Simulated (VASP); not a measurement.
Data:

```
KBr
1.0
    0.00000     3.31301     3.31301
    3.31301     0.00000     3.31301
    3.31301     3.31301     0.00000
K Br
1 1
Cartesian
  0.00000   0.00000   0.00000
  3.31301   3.31301   3.31301
```

Calculation: MS2 meta-GGA, VASP's PBE PAW potentials (set 64) (plane waves; VASP 6.6.1). Numerical set-up: 520 eV cut-off, 8×8×8 Γ-centred mesh, tetrahedra with Blöchl corrections, potentials K_sv Br.

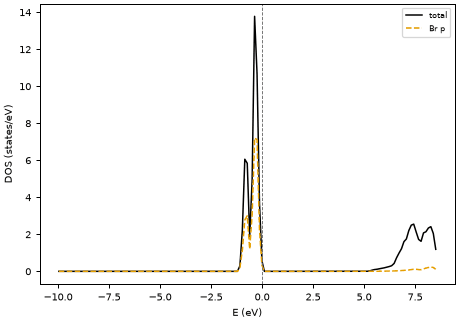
Figure. Total and projected density of states, zero at the valence-band maximum

Within 2 eV below the valence-band maximum the largest weight inside VASP's projection spheres is Br p.

The gap is direct, 5.10 eV, from the valence maximum at Γ to the conduction minimum at Γ.

The compound is KBr in the rock salt structure. It was relaxed first.
